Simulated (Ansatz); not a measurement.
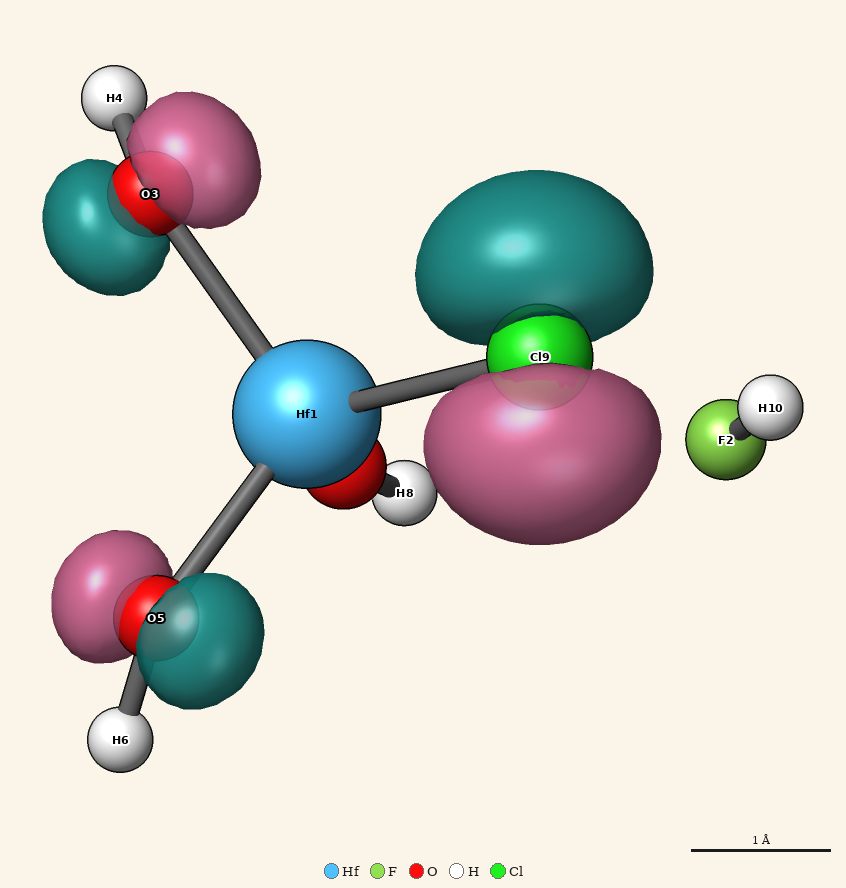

*ClH₃HfO₃···HF. One frontier orbital at ±0.2 Å⁻³ᐟ² (teal and pink are the two phases), seen across its widest extent.*

Core potentials replace the inner electrons of Hf; not at a stationary point (largest force 0.6 eV/Å).

Theory: Ansatz 0.2.0, RKS revPBE/def2-SVP.

```yaml
atoms:
  - { symbol: Hf, position_ang: [0.2703, 0.4323, -0.2669] }
  - { symbol: F, position_ang: [-0.1373, -0.1783, 2.8263] }
  - { symbol: O, position_ang: [1.7550, -0.1360, -1.3993] }
  - { symbol: H, position_ang: [2.1894, -0.9801, -1.6113] }
  - { symbol: O, position_ang: [-0.9218, 1.4794, -1.4033] }
  - { symbol: H, position_ang: [-1.8656, 1.4483, -1.6358] }
  - { symbol: O, position_ang: [-0.7046, -1.1909, 0.1454] }
  - { symbol: H, position_ang: [-1.1536, -1.8821, 0.6498] }
  - { symbol: Cl, position_ang: [1.3080, 2.1172, 1.2673] }
  - { symbol: H, position_ang: [0.3714, 0.5642, 3.0792] }
```

Which orbital is it: HOMO or LUMO?

The HOMO, at −6.83 eV. Its weight (Hirshfeld) is mainly on Cl9 (about 65 %), O3 (about 15 %) and O5 (about 15 %).
